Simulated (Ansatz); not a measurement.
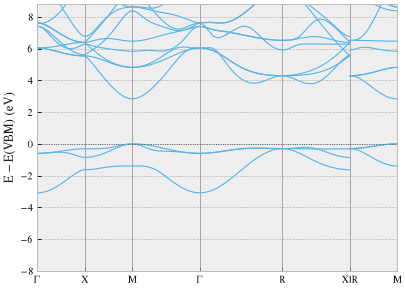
Figure. Band structure from LDA in the plane-wave PAW code Ansatz

**Question.** Read off the gap and where the band edges lie.

**Answer.** About 2.8 eV (2.83 eV by a search for the band edges); maximum at M, minimum at M.

The material is RbCaH3 (cubic perovskite, space group No. 221).

Space group Pm-3m (cubic perovskite). The first step of the workflow began from a Materials Project structure, measured or hypothetical; the Crystallography Open Database files this formula in space group No. 221, but the cells were not matched. Its standing as an ambient phase is unchecked. The LDA relaxation kept the symmetry of its start; phonons on a q-mesh show no instability. Spin–orbit coupling is left out wherever it is not named.

Potentials: the later of the program's two PAW sets.
